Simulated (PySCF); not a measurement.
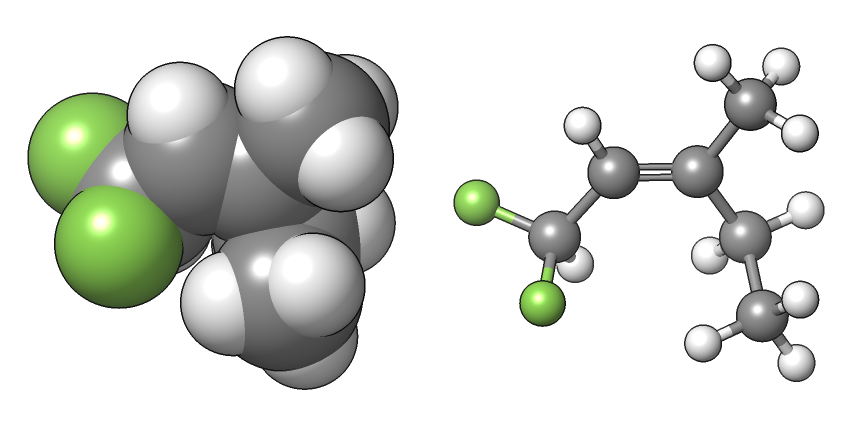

Both panels show the same species. Colours: carbon grey, fluorine green, hydrogen white.

The geometry was computed by an optimisation with GFN2-xTB. No frequency run is at hand to confirm it as a minimum.

Count the atoms of each element.

Answer. C6H10F2, 18 atoms: 6 carbon, 10 hydrogen and 2 fluorine.

Count the bonded pairs by element.

Answer. 10 C–H, 5 C–C, 2 C–F.

Give the symmetry (Schoenflies symbol).

Answer. C1.

The parts below concern this one geometry. Atoms keep their numbers from picture to picture.

## Geometry

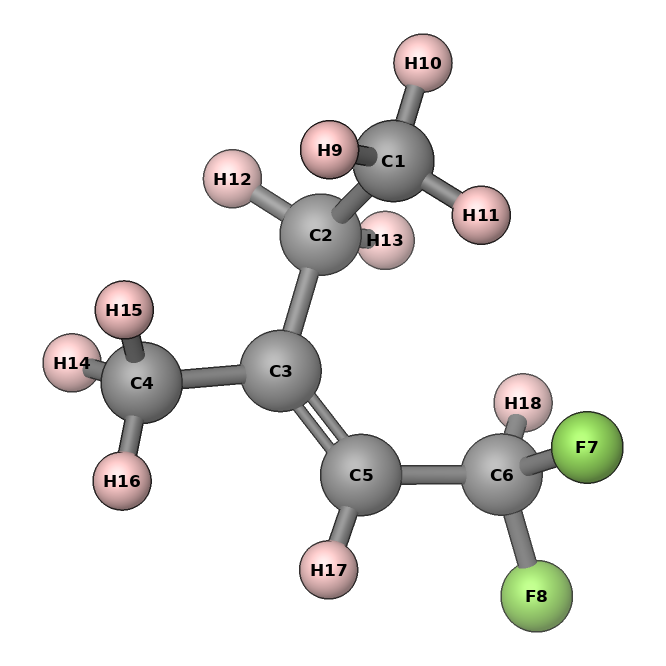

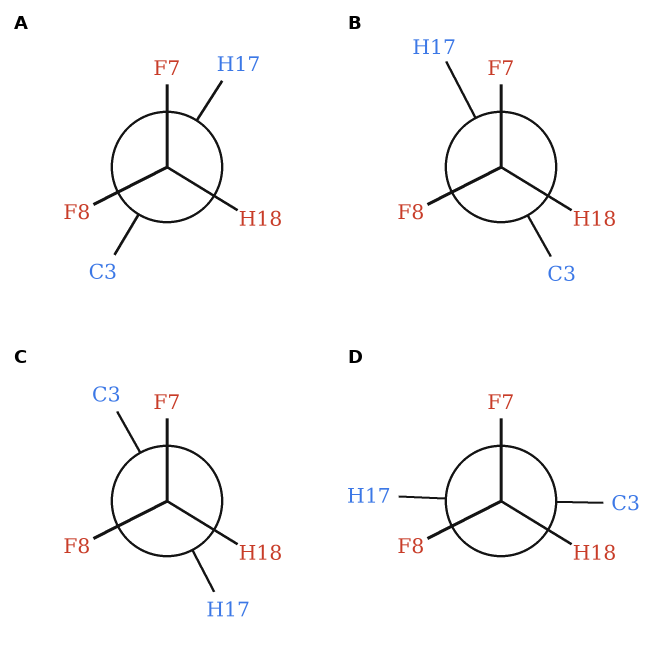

Depth is shown by fading: the farther an atom, the more it takes the colour of the background. Bonds that would overlap in a projection are set slightly apart. No frequency run is at hand to confirm it as a minimum.

Which Newman projection shows the view along C6–C5, with C6 in front?

Answer. D. The torsion angle F7–C6–C5–C3 is 91°, about perpendicular.

## Dipole moment

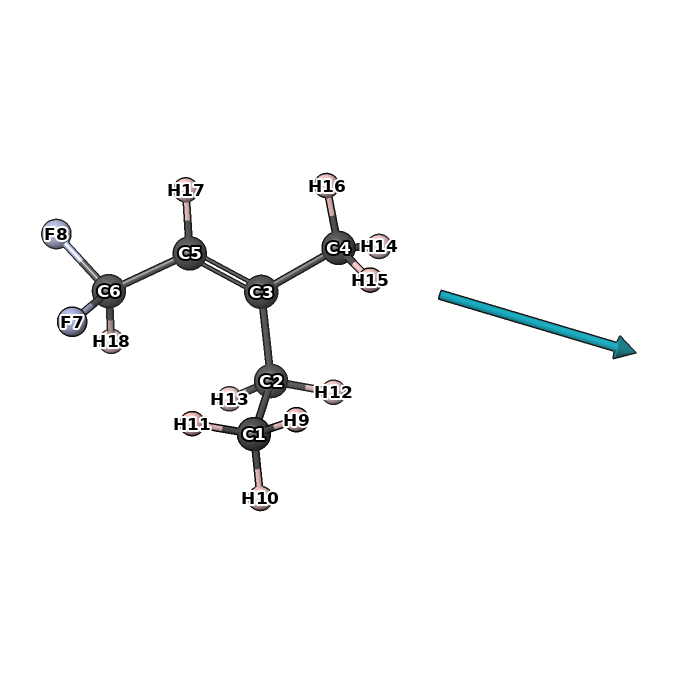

The arrow beside the molecule shows the direction of the dipole moment, from the negative to the positive end (its length means nothing). No frequency run is at hand to confirm it as a minimum. Properties computed with PBE0/pcSseg-1, gas phase (PySCF 2.14.0).

Estimate the dipole moment.

Answer. 3.10 D; it points from the side of F8 to the side of H12, H14 (the outermost atoms at the two ends).

## NMR shielding

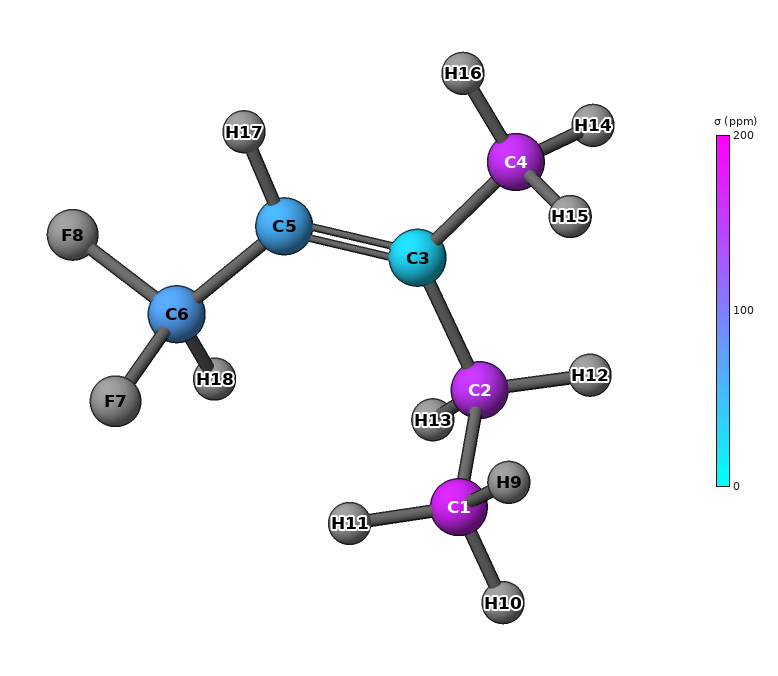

Atoms are coloured by their isotropic NMR shieldings (C only, the others grey). No frequency run is at hand to confirm it as a minimum. Properties computed with GIAO PBE0/pcSseg-1 NMR shielding, non-relativistic, gas phase (PySCF 2.14.0).

Give the isotropic NMR shieldings of the C atoms atom by atom.

| atom | σ (ppm) |
| --- | --- |
| C1 | 169.4 |
| C2 | 157.0 |
| C3 | 27.1 |
| C4 | 159.0 |
| C5 | 58.9 |
| C6 | 68.3 |

## Excitation

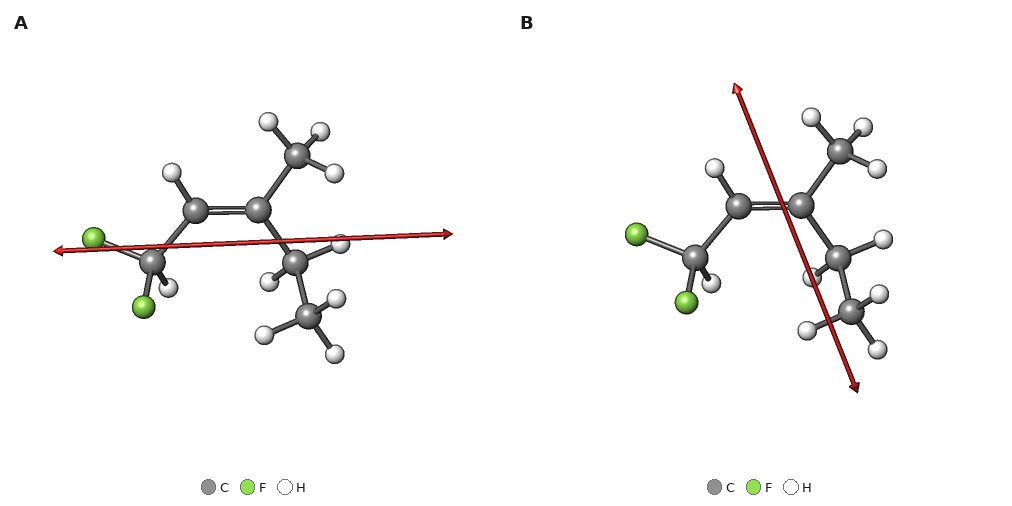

The double arrows show the directions of two transition dipoles from the ground state (lengths mean nothing). No frequency run is at hand to confirm it as a minimum. Method: TDDFT PBE0/def2-SVPD, vertical, gas phase, core orbitals frozen in the response (PySCF 2.14.0).

One belongs to singlet state 1 and one to singlet state 5. Which is which?

Answer. A: state 1, 6.91 eV (179 nm), oscillator strength 0.38, mainly HOMO → LUMO (weight 0.92).
B: state 5, 7.98 eV (155 nm), oscillator strength 0.017, mainly HOMO → LUMO+3 (weight 0.93).
